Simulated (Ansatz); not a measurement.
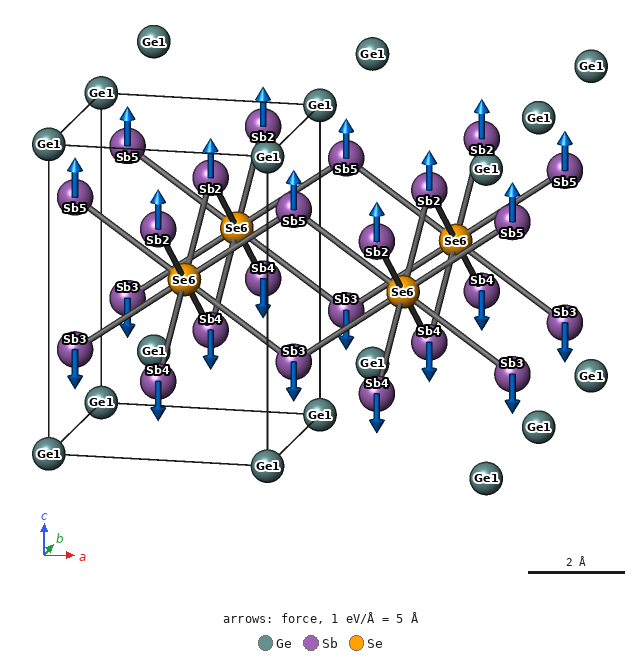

Starting geometry of crystalline GeSb$_{4}$Se (a generated structure, set up in P4/mmm) (coarse preliminary run) with the computed forces as blue arrows. A ball-and-stick model of the cell of the calculation, repeated 2 × 2 × 1 with one cell outlined, seen slightly off an axis.

Computed with DFT PBE, scalar-relativistic, plane waves, PAW (Ansatz 0.2.0). Settings: plane-wave cutoff 420 eV; k-point mesh 4 × 4 × 4; occupations gaussian; smearing width 0.1 eV; no spin polarisation; cell and atoms relaxed; force threshold 0.04 eV/Å; at most 70 steps.

Is this structure relaxed? If not, where do the atoms go?

It isn't relaxed: the largest force vector, on Sb atoms, is 0.17 eV/Å. The atoms end up moving mostly along the starting forces (cosine between the two patterns 1.00). The energy falls by 223 meV per atom in 14 accepted moves (18 points after the start). Largest force component: 0.17 eV/Å at the start, 0.0067 eV/Å at the end. The pressure goes from 11.21 to 0.17 GPa. The line search rejected the trial steps at points 7, 16 of the run. The SCF was repeated twice at an unchanged geometry on a basis and grid sized afresh for the cell, which shifted the energy by 25.0 meV per atom at most. The largest moves relative to the cell, 0.13 Å, are those of Sb2, Sb3, Sb4 and Sb5. Sb2 goes along +c. Se and Ge stay in place. The volume changes by +18.8 %, with a = b 4.701 → 4.415 Å (−6.1 %), c 6.657 → 8.966 Å (+34.7 %). Among the contacts that change: Sb2–Se6 2.864 → 3.211 Å. Among the angles between lasting bonds that change: Se6–Sb2–Se6 110.3° → 86.8°. The space group stays P4/mmm (No. 123).
